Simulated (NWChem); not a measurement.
# SnSiH3ClO (SMILES [SiH3][O][Sn][Cl]): levels of theory compared

Aim: a comparison of 3 runs (HF/STO-3G, HF/3-21G, TPSS/def2-TZVP) of SnSiH3ClO. 

The calculation is run with NWChem 7.3.0.

## Step 1: The structure to begin with

SnSiH3ClO: 7 atoms, total charge 0, spin state singlet. SMILES: `[SiH3][O][Sn][Cl]`. The shape is that of a PBE0-D4/def2-TZVP optimisation. This is one conformer, not always the lowest.

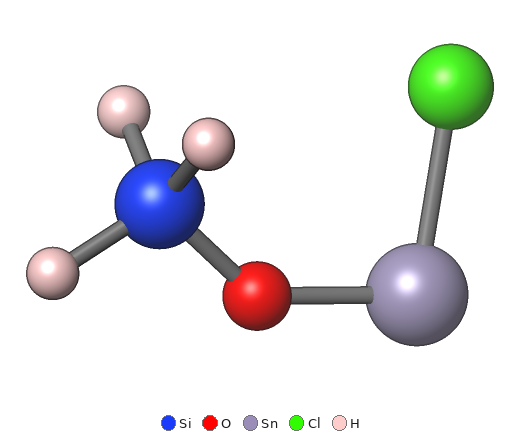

The structure, seen from a chosen angle (silicon blue, oxygen red, tin purple, chlorine green, hydrogen pink).

## Step 2: Energy and gradient at HF/STO-3G (run 1)

The input, clh3osisn.nw:

```
start clh3osisn
title "ClH3OSiSn"
memory stack 880 mb heap 220 mb global 1100 mb
geometry noautosym nocenter noautoz
   Si       0.025100       0.948700       0.131900
   O       -0.000800      -0.428100       1.026700
   Sn      -0.034800      -2.376500       0.787400
   Cl      -0.028200      -2.372800      -1.591800
   H       -1.175600       1.041700      -0.741200
   H        0.032300       2.109500       1.061000
   H        1.243100       1.009500      -0.719700
end
basis spherical bse
   * library STO-3G
end
scf
   thresh 1e-08
   maxiter 80
   noprint "final vectors analysis"
end
task scf gradient
```

On the command line:

```bash
$ nwchem clh3osisn.nw > clh3osisn.out
```

The program printed:

```text
[...]
  functions       =    53
[...]
  wavefunction    = RHF
[...]
         Total SCF energy =  -6779.166282667242
      One-electron energy = -10468.914818071948
      Two-electron energy =   3145.276422528098
 Nuclear repulsion energy =    544.472112876607
        Time for solution =     11.5s
[...]
                         RHF ENERGY GRADIENTS
    atom               coordinates                        gradient
                 x          y          z           x          y          z
   1 Si      0.047432   1.792783   0.249255   -0.000546  -0.030625   0.021956
   2 O      -0.001512  -0.808992   1.940182    0.001216   0.069306   0.007127
   3 Sn     -0.065762  -4.490934   1.487970   -0.001069  -0.060121  -0.001819
   4 Cl     -0.053290  -4.483942  -3.008066   -0.000076  -0.005701  -0.011090
   5 H      -2.221562   1.968528  -1.400665   -0.025706   0.001411  -0.018462
   6 H       0.061038   3.986377   2.004999    0.000149   0.024988   0.020265
   7 H       2.349118   1.907678  -1.360036    0.026032   0.000742  -0.017977
[...]
```

Wall time 18 s (1 thread of Intel Xeon Platinum 8259CL at 2.50GHz (Skylake/Cascade Lake), shared host); peak memory 0.1 GiB.

## Step 3: Energy and forces at HF/3-21G (run 2)

The input, run.py:

```python
from ase import Atoms
from ase.calculators.nwchem import NWChem

system = Atoms(['Si', 'O', 'Sn', 'Cl', 'H', 'H', 'H'], positions=[
    [0.025100, 0.948700, 0.131900],
    [-0.000800, -0.428100, 1.026700],
    [-0.034800, -2.376500, 0.787400],
    [-0.028200, -2.372800, -1.591800],
    [-1.175600, 1.041700, -0.741200],
    [0.032300, 2.109500, 1.061000],
    [1.243100, 1.009500, -0.719700],
])

calc = NWChem(
    label='work',
    theory='scf',
    memory='2200 mb',
    basis='3-21G',
    basispar='spherical bse',
    scf={'nopen': '0', 'rhf': None, 'thresh': '1e-08', 'maxiter': '80', 'print': 'low'},
)
system.calc = calc

forces = system.get_forces()
print(f"energy = {system.get_potential_energy():.6f} eV")
print("forces (eV/A):")
for s, f in zip(system.symbols, forces):
    print(f"{s:2s} {f[0]:10.5f} {f[1]:10.5f} {f[2]:10.5f}")
```

On the command line:

```bash
$ export ASE_NWCHEM_COMMAND="nwchem PREFIX.nwi > PREFIX.nwo"
$ python run.py
```

The program printed:

```text
energy = -185508.232234 eV
forces (eV/A):
Si    0.02067    1.23788   -0.13097
O    -0.04119   -2.33173   -0.28519
Sn    0.00843    0.78331    2.12250
Cl    0.00704    0.11740   -1.50939
H     0.03682    0.06109   -0.02828
H     0.00211    0.07060   -0.13714
H    -0.03389    0.06145   -0.03152
```

The calculator wrote work.nwi:

```
title "work"

permanent_dir work

scratch_dir work

start work

geometry units angstrom nocenter noautosym noautoz
  Si 2.5100000000000001e-02 9.4869999999999999e-01 1.3189999999999999e-01
  O  -8.0000000000000004e-04 -4.2809999999999998e-01 1.0266999999999999e+00
  Sn -3.4799999999999998e-02 -2.3765000000000001e+00 7.8739999999999999e-01
  Cl -2.8199999999999999e-02 -2.3727999999999998e+00 -1.5918000000000001e+00
  H  -1.1756000000000000e+00 1.0417000000000001e+00 -7.4119999999999997e-01
  H  3.2300000000000002e-02 2.1095000000000002e+00 1.0609999999999999e+00
  H  1.2431000000000001e+00 1.0095000000000001e+00 -7.1970000000000001e-01
end

memory 2200 mb

basis spherical bse noprint
   * library 3-21G
end

scf
  nopen 0
  rhf
  thresh 1e-08
  maxiter 80
  print low
end

task scf gradient
```

work.nwo:

```text
Northwest Computational Chemistry Package (NWChem) 7.3.0
             --------------------------------------------------------

           Job information
           ---------------

    nwchem branch   = 7.3.0
    use scalapack   = T
    input           = work.nwi
    prefix          = work.
    data base       = work/work.db
    status          = startup
    nproc           =        1

           Memory information
           ------------------

    heap     =     72089594 doubles =      550.0 Mbytes
    stack    =     72089599 doubles =      550.0 Mbytes
    global   =    144179200 doubles =     1100.0 Mbytes (distinct from heap & stack)
    total    =    288358393 doubles =     2200.0 Mbytes
    verify   = yes
    hardfail = no

[... 41 lines left out ...]
            Nuclear Dipole moment (a.u.)
[... 70 lines left out ...]
       Final RHF  results
[... 2 lines left out ...]
         Total SCF energy =  -6817.301848139163
      One-electron energy = -10496.040562293929
      Two-electron energy =   3134.266601278160
 Nuclear repulsion energy =    544.472112876607
[... 1 line left out ...]
        Time for solution =     12.6s

                              NWChem Gradients Module
                              -----------------------

                         RHF ENERGY GRADIENTS

    atom               coordinates                        gradient
                 x          y          z           x          y          z
   1 Si      0.047432   1.792783   0.249255   -0.000402  -0.024073   0.002547
   2 O      -0.001512  -0.808992   1.940182    0.000801   0.045345   0.005546
   3 Sn     -0.065762  -4.490934   1.487970   -0.000164  -0.015233  -0.041276
   4 Cl     -0.053290  -4.483942  -3.008066   -0.000137  -0.002283   0.029353
   5 H      -2.221562   1.968528  -1.400665   -0.000716  -0.001188   0.000550
   6 H       0.061038   3.986377   2.004999   -0.000041  -0.001373   0.002667
   7 H       2.349118   1.907678  -1.360036    0.000659  -0.001195   0.000613

 Task  times  cpu:       19.2s     wall:       19.2s
 Total times  cpu:       19.3s     wall:       19.3s
```

Wall time 21 s (1 thread of Intel Xeon Platinum 8259CL at 2.50GHz (Skylake/Cascade Lake), shared host); peak memory 0.099 GiB.

## Step 4: Energy and forces at TPSS/def2-TZVP (core potential) (run 3)

The input, clh3osisn.xyz:

```xyz
7
ClH3OSiSn
Si     0.025100     0.948700     0.131900
O     -0.000800    -0.428100     1.026700
Sn    -0.034800    -2.376500     0.787400
Cl    -0.028200    -2.372800    -1.591800
H     -1.175600     1.041700    -0.741200
H      0.032300     2.109500     1.061000
H      1.243100     1.009500    -0.719700
```

The input, clh3osisn.nw:

```
echo
start clh3osisn
title "ClH3OSiSn"
memory stack 880 mb heap 220 mb global 1100 mb

geometry units angstrom noautosym nocenter noautoz
load format xyz clh3osisn.xyz
end

basis spherical bse
* library def2-TZVP
end

ecp bse
Sn library def2-TZVP
end

dft
xc xtpss03 ctpss03
grid fine
convergence energy 1e-08
iterations 100
mulliken
noprint "final vectors analysis"
end

task dft gradient
```

On the command line:

```bash
$ nwchem clh3osisn.nw > clh3osisn.out
```

The program printed:

```text
[...]
          Wavefunction type:  closed shell.
          No. of atoms     :     7
          No. of electrons :    64
[...]
          Charge           :     0
          Spin multiplicity:     1
[...]
          AO basis - number of functions:   173
[...]
              XC Information
              --------------
                  TPSS metaGGA Exchange Functional  1.000
             TPSS03 metaGGA Correlation Functional  1.000
[...]
 d= 0,ls=0.0,diis     1  -1041.0514419787 -1.35D+03  1.36D-02  1.31D+00    17.6
[...]
 d= 0,ls=0.0,diis    12  -1041.1785658870 -2.72D-09  8.61D-08  3.24D-10   178.3
         Total DFT energy =    -1041.178565887046
      One electron energy =    -2130.113792356524
           Coulomb energy =      859.777199587581
    Exchange-Corr. energy =      -77.011703509319
 Nuclear repulsion energy =      306.169730391216
[...]
      Total Density - Mulliken Population Analysis
     ---------------------------------------------
    Atom       Charge   Shell Charges
 -----------   ------   -------------------------------------------------------
    1 Si  14    13.67   2.00  0.57  1.39  0.86  0.36  4.13  1.69  0.59  1.31  0.32  0.19  0.21  0.05
    2 O    8     8.56   0.79  1.18  0.59  0.93  0.32  1.89  1.96  0.90  0.00  0.01  0.00
    3 Sn  22    21.22   0.30 -0.80  1.60  0.91  1.24  0.61 -0.40  6.36  0.52  0.56  0.10  8.85  1.16  0.15  0.00  0.06
    4 Cl  17    17.39   2.01  0.43  1.52  1.13  0.87  4.19  1.67  1.13  2.82  1.60  0.00  0.02  0.00
    5 H    1     1.05   0.25  0.57  0.22  0.01
    6 H    1     1.05   0.25  0.57  0.22  0.01
    7 H    1     1.05   0.25  0.57  0.22  0.01
[...]
  wavefunction    = closed shell
                         DFT ENERGY GRADIENTS
    atom               coordinates                        gradient
                 x          y          z           x          y          z
   1 Si      0.047432   1.792783   0.249255   -0.000119  -0.007913   0.004982
   2 O      -0.001512  -0.808992   1.940182   -0.000013  -0.001373  -0.005707
   3 Sn     -0.065762  -4.490934   1.487970    0.000154   0.008079  -0.003907
   4 Cl     -0.053290  -4.483942  -3.008066   -0.000006   0.000732   0.005302
   5 H      -2.221562   1.968528  -1.400665   -0.000509  -0.000063  -0.000483
   6 H       0.061038   3.986377   2.004999    0.000002   0.000604   0.000266
   7 H       2.349118   1.907678  -1.360036    0.000491  -0.000067  -0.000454
[...]
```

It took 4.5 min on 1 thread of Intel Xeon Platinum 8259CL at 2.50GHz (Skylake/Cascade Lake), shared host; peak memory 0.15 GiB.

## Step 5: Overview of the runs

```csv
run,level,iteration cap,module,energy (Eh),dipole moment (D),largest force (eV/Å),wall time
1,HF/STO-3G,80,scf,-6779.166283,3.05,3.583,18 s
2,HF/3-21G,80,scf,-6817.301848,–,2.349,21 s
3,TPSS/def2-TZVP (core potential),100,dft,-1041.178566,2.76,0.481,4.5 min
```

## Step 6: What came out

| quantity | value |
| --- | --- |
| run 3: total energy | -1041.17857 Eh |
| run 3: dipole moment | 2.76 D |
| run 3: largest force on an atom | 0.481 eV/Å |

What this shows: Some runs of one species differ in core potentials or relativity; totals across that change don't compare. In run 1 the basis is minimal, so the values are rough. In runs 1, 2 relativity is left out where basis or elements ask for it. All runs together took 5.2 min, the longest 4.5 min.
